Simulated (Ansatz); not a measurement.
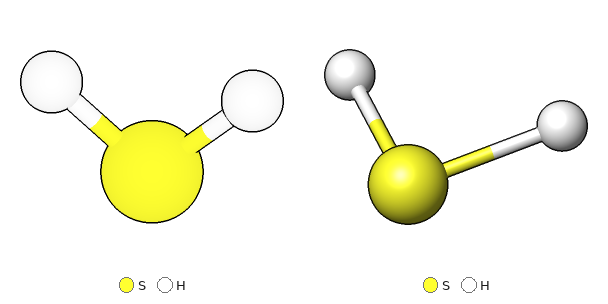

The same structure drawn twice, from different directions.

The geometry was computed by an optimisation with PBE0-D4/def2-TZVP.

What does the picture show?

It has 3 atoms: 2 hydrogen and 1 sulfur (H₂S). This geometry has C2v symmetry. Coordination: 1 S bent.

More results for the same structure follow; atom numbers are the same in all pictures, views and colours differ.

### Shape

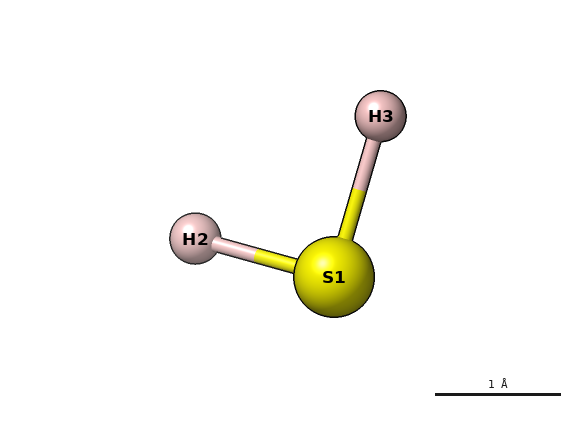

Atoms carry their numbers in the input.

Give the bond lengths.

| bond | length (Å) |
| --- | --- |
| S1–H2 | 1.341 |
| S1–H3 | 1.341 |

### Electronic properties

Properties computed with RKS PBE0-D4/def2-TZVP (Ansatz 0.2.0).

Question: What is the dipole moment?

Answer: 1.16 D.

Question: Estimate the harmonic zero-point energy.

Answer: 39.9 kJ/mol.

### Vibrations

Harmonic vibrations computed with RKS PBE0-D4/def2-TZVP (Ansatz 0.2.0) at a stationary point of the same level.

Question: List the wavenumbers.

Answer: 3 modes: 1209, 2724, 2740 cm⁻¹.

### Charges

The questions are on Mulliken charges. Method: RKS PBE0-D4/def2-TZVP (Ansatz 0.2.0).

List the Mulliken charges.

| atom | value (e) |
| --- | --- |
| S1 | −0.35 |
| H2 | 0.17 |
| H3 | 0.17 |

Mulliken values depend strongly on the basis set and can even reverse the polarity of a bond.
